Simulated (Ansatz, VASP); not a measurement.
**Cross-check of MoS2 between VASP and Ansatz**

Wanted: the spread between two codes on one cell, functional and k mesh. The cell is taken from a series of VASP runs on this material, whose earlier steps may have relaxed, scaled or displaced it; both programs get it as it stands. Other levels of theory on this material are compared in a session of their own. Valence electrons are named where the data sets of a main pair hold unlike numbers.

Main program and level: Ansatz 0.2.0; plane waves, with VASP 6.6.1 beside it; single point at revPBE.

### 1. The starting structure

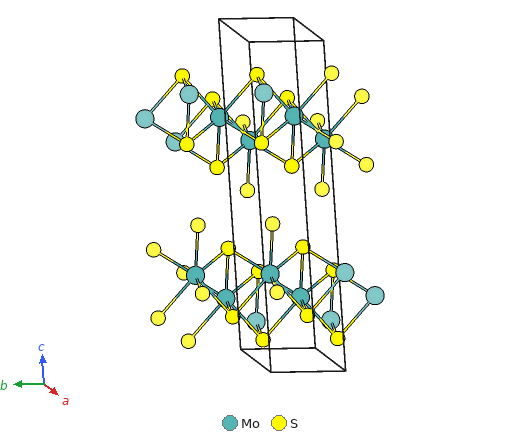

Start, viewed from a free direction; molybdenum teal, sulfur yellow. 2×2×1 cells are drawn. Some periodic images of atoms are drawn too.

As a file:

```xyz
6
Lattice="3.2000 0.0000 0.0000 -1.6000 2.7713 0.0000 0.0000 0.0000 15.0982" Properties=species:S:1:pos:R:3 pbc="T T T"
Mo    1.6000    0.9238   11.3236
Mo    0.0000    1.8475    3.7745
S     1.6000    0.9238    5.3369
S     0.0000    1.8475   12.8860
S     1.6000    0.9238    2.2121
S     0.0000    1.8475    9.7612
```

### 2. VASP: single point, revPBE

With cell and atoms fixed, the geometry can't cause a difference; cores, projectors, grids and the points listed under the comparison can.

Lines of VASP's logs that name or quote its potential files are left out, and so is its time.

Contents of INCAR:

```
SYSTEM = MoS2
PREC = Accurate
ENCUT = 400
EDIFF = 1E-06
NELM = 100
ISMEAR = 0
SIGMA = 0.05
LREAL = .FALSE.
ALGO = Normal
GGA = RE
LORBIT = 11
LWAVE = .FALSE.
LCHARG = .TRUE.
ISIF = 2
LELF = .TRUE.
LVHAR = .TRUE.
```

Contents of POSCAR:

```
MoS2
1.0
    3.2000069856      0.0000000000      0.0000000000
   -1.6000034928      2.7712873418      0.0000000000
    0.0000000000      0.0000000000     15.0981737458
Mo S
2 4
Direct
    0.6666666667      0.3333333333      0.7500000000
    0.3333333333      0.6666666667      0.2500000000
    0.6666666667      0.3333333333      0.3534826125
    0.3333333333      0.6666666667      0.8534826125
    0.6666666667      0.3333333333      0.1465173875
    0.3333333333      0.6666666667      0.6465173875
```

Contents of KPOINTS:

```
Automatic mesh
0
Gamma
7 7 2
0 0 0
```

PAW data sets: Mo_sv and S (PBE family, release 64).

Launch:

```bash
$ mpirun -np 2 vasp_std
```

Numbers of over 12 decimals in the logs are rounded to 6 here.

What it wrote:

```text
[banner, memory and clock lines left out]
running    2 mpi-ranks, on    1 nodes
 distrk:  each k-point on    2 cores,    1 groups
 distr:  one band on    1 cores,    2 groups

 POSCAR found type information on POSCAR MoS
 POSCAR found :  2 types and       6 ions
|                                                                             |
|               ----> ADVICE to this user running VASP <----                  |
|                                                                             |
|     You enforced a specific xc type in the INCAR file but a different       |
|     [... a line on the potential file left out ...]
|     I HOPE YOU KNOW WHAT YOU ARE DOING!                                     |
|                                                                             |

 LDA part: xc-table for (Slater+PW92), standard interpolation
 POSCAR, INCAR and KPOINTS ok, starting setup
 FFT: planning ... GRIDC
 FFT: planning ... GRID_SOFT
 FFT: planning ... GRID
 WAVECAR not read
 entering main loop
       N       E                     dE             d eps       ncg     rms          rms(c)
DAV:   1     0.378976802781E+03    0.37898E+03   -0.26140E+04  1208   0.123E+03
DAV:   2    -0.236734303456E+02   -0.40265E+03   -0.39266E+03  1288   0.338E+02
DAV:   3    -0.441409218117E+02   -0.20467E+02   -0.20264E+02  1328   0.686E+01
DAV:   4    -0.446539579839E+02   -0.51304E+00   -0.51168E+00  1320   0.108E+01
DAV:   5    -0.446680428597E+02   -0.14085E-01   -0.14074E-01  1296   0.167E+00    0.325E+01
DAV:   6    -0.424704449750E+02    0.21976E+01   -0.21735E+01  1128   0.250E+01    0.133E+01
DAV:   7    -0.419836968105E+02    0.48675E+00   -0.90906E+00  1168   0.159E+01    0.792E+00
DAV:   8    -0.416359810601E+02    0.34772E+00   -0.14555E+00  1320   0.681E+00    0.254E+00
DAV:   9    -0.416449321305E+02   -0.89511E-02   -0.11758E-01  1344   0.169E+00    0.115E+00
DAV:  10    -0.416376045051E+02    0.73276E-02   -0.45216E-02  1272   0.124E+00    0.305E-01
DAV:  11    -0.416379572765E+02   -0.35277E-03   -0.20747E-03  1272   0.268E-01    0.135E-01
DAV:  12    -0.416379846898E+02   -0.27413E-04   -0.97228E-04  1216   0.168E-01    0.283E-02
DAV:  13    -0.416380443364E+02   -0.59647E-04   -0.19679E-04  1208   0.713E-02    0.356E-02
DAV:  14    -0.416380553080E+02   -0.10972E-04   -0.40850E-05  1312   0.404E-02    0.529E-03
DAV:  15    -0.416380567997E+02   -0.14916E-05   -0.29660E-06  1040   0.973E-03    0.645E-03
DAV:  16    -0.416380570759E+02   -0.27623E-06   -0.76633E-07   808   0.552E-03
   1 F= -.41638057E+02 E0= -.41638057E+02  d E =-.157975E-18
```

Parts of OUTCAR (step 2):

```text
ion  position               nearest neighbor table
   1  0.667  0.333  0.750-   4 2.42   6 2.42   4 2.42   6 2.42   4 2.42   6 2.42
   2  0.333  0.667  0.250-   3 2.42   5 2.42   3 2.42   5 2.42   3 2.42   5 2.42
   3  0.667  0.333  0.353-   2 2.42   2 2.42   2 2.42
   4  0.333  0.667  0.853-   1 2.42   1 2.42   1 2.42
   5  0.667  0.333  0.147-   2 2.42   2 2.42   2 2.42
   6  0.333  0.667  0.647-   1 2.42   1 2.42   1 2.42

  LATTYP: Found a hexagonal cell.
 ALAT       =     3.2000069856
 C/A-ratio  =     4.7181689958

 Subroutine GETGRP returns: Found 24 space group operations
 (whereof 12 operations were pure point group operations)

The static configuration has the point symmetry D_3d.
 The point group associated with its full space group is D_6h.

 Found     16 irreducible k-points:

   k-points           NKPTS =     16   k-points in BZ     NKDIM =     16   number of bands    NBANDS=     32

   dimension x,y,z NGX =    24 NGY =   24 NGZ =   98
   dimension x,y,z NGXF=    48 NGYF=   48 NGZF=  196

   ENCUT  =  400.0 eV  29.40 Ry    5.42 a.u.   5.22  5.22 24.62*2*pi/ulx,y,z

   NELECT =      52.0000    total number of electrons

 k-points in reciprocal lattice and weights: Automatic mesh
   0.00000000  0.00000000  0.00000000       0.010
   0.14285714  0.00000000  0.00000000       0.061
   0.28571429  0.00000000  0.00000000       0.061
   0.42857143  0.00000000  0.00000000       0.061
   0.14285714  0.14285714  0.00000000       0.061
   0.28571429  0.14285714  0.00000000       0.122
   0.42857143  0.14285714  0.00000000       0.061
   0.28571429  0.28571429  0.00000000       0.061
   0.00000000  0.00000000  0.50000000       0.010
[...]
0.42857143  0.14285714  0.50000000       0.061
   0.28571429  0.28571429  0.50000000       0.061

 average (electrostatic) potential at core
       1 -77.3609       2 -77.3609       3 -86.9954       4 -86.9954       5 -86.9954
       6 -86.9954

 E-fermi :   4.8630

 k-point     1 :       0.0000    0.0000    0.0000
  band No.  band energies     occupation
    ...
     22       2.8413      2.00000
     23       2.8413      2.00000
     24       2.8863      2.00000
     25       4.2538      2.00000
     26       4.5666      2.00000
     27       7.0713      0.00000
     28       7.0719      0.00000
     29       7.0736      0.00000
     30       7.0743      0.00000
     31       7.3151      0.00000
    ...

 k-point     2 :       0.1429    0.0000    0.0000
  band No.  band energies     occupation
    ...
     22       2.4253      2.00000
     23       3.1948      2.00000
     24       3.4285      2.00000
     25       4.1093      2.00000
     26       4.2775      2.00000
     27       6.6766      0.00000
     28       6.8528      0.00000
     29       6.8670      0.00000
     30       6.9320      0.00000
     31       7.0182      0.00000
    ...

 k-point     3 :       0.2857    0.0000    0.0000
  band No.  band energies     occupation
    ...
     22       2.7404      2.00000
     23       2.8431      2.00000
     24       2.9902      2.00000
     25       3.4976      2.00000
     26       3.5282      2.00000
     27       6.4713      0.00000
     28       6.5923      0.00000
     29       6.6028      0.00000
     30       6.7205      0.00000
     31       7.3571      0.00000
    ...

  Total       -0.0130086     -0.0130086      0.0817472     -0.0000000     -0.0000000      0.0000000
  in kB       -0.1556620     -0.1556620      0.9781977     -0.0000000     -0.0000000      0.0000000
  external PRESSURE =       0.2222912 kB  Pullay stress =       0.0000000 kB

  energy-cutoff  :      400.00
  volume of cell :      133.89
      direct lattice vectors                 reciprocal lattice vectors
     3.200006986  0.000000000  0.000000000     0.312499318  0.180421565  0.000000000
    -1.600003493  2.771287342  0.000000000     0.000000000  0.360843131  0.000000000
     0.000000000  0.000000000 15.098173746     0.000000000  0.000000000  0.066233176

 POSITION                                       TOTAL-FORCE (eV/Angst)
 -----------------------------------------------------------------------------------
      1.60000      0.92376     11.32363         0.000000      0.000000      0.000000
     -0.00000      1.84752      3.77454        -0.000000     -0.000000      0.000000
      1.60000      0.92376      5.33694         0.000000     -0.000000      0.005878
     -0.00000      1.84752     12.88603        -0.000000      0.000000      0.005878
      1.60000      0.92376      2.21214         0.000000     -0.000000     -0.005878
     -0.00000      1.84752      9.76123        -0.000000      0.000000     -0.005878
 -----------------------------------------------------------------------------------
    total drift:                               -0.000000      0.000000     -0.000000

  FREE ENERGIE OF THE ION-ELECTRON SYSTEM (eV)
  ---------------------------------------------------
  free  energy   TOTEN  =       -41.6380570759 eV

  energy  without entropy=      -41.6380570759  energy(sigma->0) =      -41.63805708

 total charge
# of ion       s       p       d       tot
------------------------------------------
    1        2.284   6.213   3.908  12.406
    2        2.284   6.213   3.908  12.406
    3        1.365   2.340   0.000   3.705
    4        1.365   2.340   0.000   3.705
    5        1.365   2.340   0.000   3.705
    6        1.365   2.340   0.000   3.705
--------------------------------------------------
tot         10.031  21.786   7.817  39.634

[... 3 further parts left out ...]
```

The run ends at a pressure of 0.02 GPa, with forces up to 0.0059 eV/Å.

### 3. Ansatz: single point, revPBE

Ansatz runs on its default PAW (the set named soft_2) files.

The same cell, functional, mesh and smearing now go to Ansatz, which takes its cutoff from its data sets.

Contents of input.yaml:

```yaml
crystal:
  lattice:
    - [3.2000069856, 0.0, 0.0]
    - [-1.6000034928, 2.7712873418, 0.0]
    - [0.0, 0.0, 15.0981737458]
  atoms:
    - { symbol: Mo, position: [0.6666666667, 0.3333333333, 0.75] }
    - { symbol: Mo, position: [0.3333333333, 0.6666666667, 0.25] }
    - { symbol: S, position: [0.6666666667, 0.3333333333, 0.3534826125] }
    - { symbol: S, position: [0.3333333333, 0.6666666667, 0.8534826125] }
    - { symbol: S, position: [0.6666666667, 0.3333333333, 0.1465173875] }
    - { symbol: S, position: [0.3333333333, 0.6666666667, 0.6465173875] }
hamiltonian:
  xc: revpbe
  pseudopotentials: { kind: paw }
kpoints:
  mp_grid: { grid: [7, 7, 2] }
scf:
  occupations: { method: gaussian, width: 0.05 }
  n_extra_bands: 5
output:
  forces: true
  stress: true
  eigenvalues: true
  write_density: true
  write_potential: true
  elf: true
  volumetric_format: npy
```

Launch:

```bash
$ ansatz run input.yaml --threads 4 --pin off --max-ram 9216MiB --backend cpu --events-out ev --progress --plain --runs-dir out
```

What it wrote:

```text
scf.n_extra_bands = 5 over 26 filled bands (N_el = 52.0): the run solves 31 bands
Engine: ansatz 0.2.0, aarch64-unknown-linux-gnu
Pseudopotentials: kind: paw
Pseudopotential: Mo, paw, valence charge 14, recommended cutoff 420 eV (normal), Mo.paw.azcp
Pseudopotential: S, paw, valence charge 6, recommended cutoff 420 eV (normal), S.paw.azcp
Functional definition: revPBE
  parameter kappa = 1.245
  parameter beta = 0.066725
  exchange = pbe_x(kappa = kappa, mu = beta*pi^2/3)
  correlation = pbe_c(beta = beta)
Crystal: 6 atoms, lattice volume = 133.893 Å³
Basis set: ecut = 420 eV, 2631 PW (Γ), exchange–correlation on 48×48×216 points (8 copies of the dense FFT grid, shifted against one another)
Bands: 31, of which v1, the nominal top of the filled ones, is band 26 counted from 1 (25 counted from 0)
Symmetry: 24 space group operations
Space group: P63/mmc (ITA 194), of the structure as read, at distance tolerance 5.1e-5 Å
k-points: 16 of 98
Non-local potential: Mo, projectors of the file, l = 0: 3, l = 1: 2, l = 2: 2, l = 3: 1
Non-local potential: S, projectors of the file, l = 0: 2, l = 1: 2, l = 2: 2
PAW form: soft (Blöchl's): semilocal exchange-correlation on the pseudo side does not see the compensation charge
PAW frozen core: Mo, regenerated for the run's functional, and the local potential with it (the file was generated under x = pbe(κ = 0.804, μ = 0.219515), c = pbe(β = 0.066725))
PAW frozen core: S, regenerated for the run's functional, and the local potential with it (the file was generated under x = pbe(κ = 0.804, μ = 0.219515), c = pbe(β = 0.066725))
PAW one-centre angular grid: Mo, 590 points (default); XC on 64 Gauss nodes
PAW one-centre angular grid: S, 110 points (default); XC on 64 Gauss nodes
Initial density: superposition of atomic densities (neutral atoms: chi_scale 0, normalization atom), corrected by the library's trained network
Initial wavefunctions: pseudopotential atomic-orbital guess
Functional: x = revpbe(κ = 1.245, μ = 0.219515), c = pbe(β = 0.066725)
SCF iter   1: F=—  HF=-13545.497587 eV  |F-HF|=—  |Δ(HF+E_count)|=         —  Δρ=5.01e-3  dr2=1.13e-2  ethr=1.77e-3  ⟨swp⟩=7.9  Hψ=2483  notcnv=0
preconditioner: auto → Resta (q_TF=auto, 2.330 Å⁻¹)  ε∞=7.6  [insulator: Δε(μ)=1.642 eV  Ē_g=7.498 eV  σ=0.050 eV  W_gap=1.00  n_scr=28 (ndim 8)  ℏωp=19.3 eV  f_vac=0.200  D(μ)=0.00/eV (n_scr^D=0)  ε∞_Penn≈7.6]
SCF iter   2: F=—  HF=-13545.509722 eV  |F-HF|=—  |Δ(HF+E_count)|=   1.21e-2  Δρ=2.83e-3  dr2=3.32e-3  ethr=2.17e-5  ⟨swp⟩=2.7  Hψ=989  notcnv=0  defer=9
SCF iter   3: F=—  HF=-13545.516189 eV  |F-HF|=—  |Δ(HF+E_count)|=   6.47e-3  Δρ=1.15e-3  dr2=1.49e-3  ethr=6.39e-6  ⟨swp⟩=2.0  Hψ=712  notcnv=0  defer=9
SCF iter   4: F=—  HF=-13545.517252 eV  |F-HF|=—  |Δ(HF+E_count)|=   1.06e-3  Δρ=1.33e-4  dr2=1.01e-4  ethr=2.86e-6  ⟨swp⟩=2.0  Hψ=705  notcnv=0  defer=9
SCF iter   5: F=—  HF=-13545.517301 eV  |F-HF|=—  |Δ(HF+E_count)|=   4.90e-5  Δρ=5.22e-5  dr2=1.31e-5  ethr=1.95e-7  ⟨swp⟩=2.1  Hψ=738  notcnv=0  defer=9
SCF iter   6: F=—  HF=-13545.517363 eV  |F-HF|=—  |Δ(HF+E_count)|=   6.18e-5  Δρ=1.44e-5  dr2=3.44e-7  ethr=2.51e-8  ⟨swp⟩=2.1  Hψ=726  notcnv=0  defer=9
SCF iter   7: F=-13545.517364 eV  HF=-13545.517364 eV  |F-HF|=9.45e-8  |Δ(HF+E_count)|=   1.18e-6  Δρ=4.32e-6  dr2=4.22e-8  ethr=1.92e-10  ⟨swp⟩=14.5  Hψ=4242  notcnv=0
SCF 1 converged in 7 iterations: F = -13545.517364 eV  dr2 = 4.22e-8
  greatest PAW one-centre occupation: 0.998 electrons in one spin orbital (limit 2), on the Mo atom at site 1 (counted from 0), in its partial waves of l = 0
SCF converged after 7 iterations
Free energy (F): -13545.517364 eV
Harris-Foulkes:  -13545.517364 eV  (|F-HF|=9.45e-8)
Internal energy: -13545.517364 eV  (E = F + TS)
E sigma→0 (E₀):  -13545.517364 eV
Fermi energy:    8.113614 eV
--- Per-component energies (eV) ---
  E_band       = -474.552822
  E_kinetic    = 1308.114580
  E_local      = -6041.208983  (includes V_loc(G=0)·N_el)
  E_nonlocal   = 395.352672
  E_hartree    = 2487.630309
  E_xc         = -756.506430
  E_vxc        = -807.834027  (∫ρ·V_xc dr)
  E_paw        = -8821.686100  (= ΣΔE_a)
  E_vpaw       = -304.246840  (= ΣTr[D̂ρ^β])
  E_aug_tail   = 0.000094  (compensation charges beyond the density's cutoff)
  E_ewald      = -2116.972272
  E_core_change = -0.241234  (= ΣΔE_core)
  E_smearing   = -0.000000  (= −TS)
  E_closure    = 0.000000  (closes the sum)
  Σ components = -13545.517364   (vs F -13545.517364, Δ=0.00e0)
--- Forces (eV/Å), atoms counted from 1 ---
  atom   1  Mo     0.00000000     0.00000000    -0.00000000
  atom   2  Mo     0.00000000    -0.00000000     0.00000000
  atom   3  S      0.00000000    -0.00000000     0.02315125
  atom   4  S     -0.00000000     0.00000000     0.02315125
  atom   5  S     -0.00000000    -0.00000000    -0.02315125
  atom   6  S      0.00000000     0.00000000    -0.02315125
  max |Σ_I F_I| component: 8.10e-18 eV/Å
--- Stress (GPa, compression-positive) ---
        0.342144      -0.000000       0.000000
       -0.000000       0.342144       0.000000
        0.000000       0.000000       0.527652
  P = ⅓ Tr σ = 0.4040 GPa (4.040 kbar)
--- Band table (eV; the first three rows and the last of 16) ---
  k-point 0: bands = [... 22 lower, 5.5625, 5.6105, 6.9783, 7.2916, 9.7958, 9.7958, 9.7972, 9.7972, ... 1 higher]
  k-point 1: bands = [... 22 lower, 5.5617, 5.5617, 7.1555, 7.1555, 9.7965, 9.7965, 9.7965, 9.7965, ... 1 higher]
  k-point 2: bands = [... 22 lower, 5.9202, 6.1548, 6.8339, 7.0028, 9.4005, 9.5741, 9.5895, 9.6518, ... 1 higher]
  k-point 15: bands = [... 22 lower, 5.1678, 5.1678, 6.8458, 6.8458, 8.9494, 8.9494, 10.1955, 10.1955, ... 1 higher]
```

Run time: 1.7 s. Hardware: 4 threads of Arm Neoverse V1, shared host; peak memory 0.46 GiB.

The run ends at a pressure of 0.40 GPa, with forces up to 0.023 eV/Å.

### 4. Differences

Known differences besides the potentials themselves: the cutoff is 420 eV in Ansatz and 400 eV in VASP; Ansatz makes its cores anew for this functional, VASP keeps those of its PBE data sets; VASP leaves aspherical gradient terms in its spheres out (LASPH is not set), Ansatz keeps them. Total energies have different zeros and are not compared.

The two programs side by side:

```tsv
quantity	Ansatz	VASP	difference
pressure (GPa)	0.40	0.02	+0.38
gap on the k mesh (eV)	1.647	1.656	-0.009
```

At this near-relaxed geometry the largest component of a force difference is 17 meV/Å. A gap on the mesh is an upper bound, since the band edges may lie between its points.

### 5. What came out

- difference in gap on the k mesh (single point, revPBE): -0.0093 eV
- r.m.s. force difference (single point, revPBE): 8.1 meV/Å

The r.m.s. force difference is 8.1 meV/Å (single point, revPBE), within the 12 meV/Å picked in this series as the mark of a large difference. 3 further runs of this series are not shown here. Such differences can come from data sets, numerical settings and the points named under the comparisons, not from the functional's error against experiment.

[Lines on the potential files, build, host, timing and source positions are cut from VASP's logs without a mark.]

[Logs are printed without paths, hosts, clocks, repeated set-up lines and the standing remarks that a program may print on its own settings, such as how far it seeks lower states.]

[Hosts, paths, dates, database ids (printed as entryN), source tags and the programs' standing remarks are cut or masked in the printed files.]
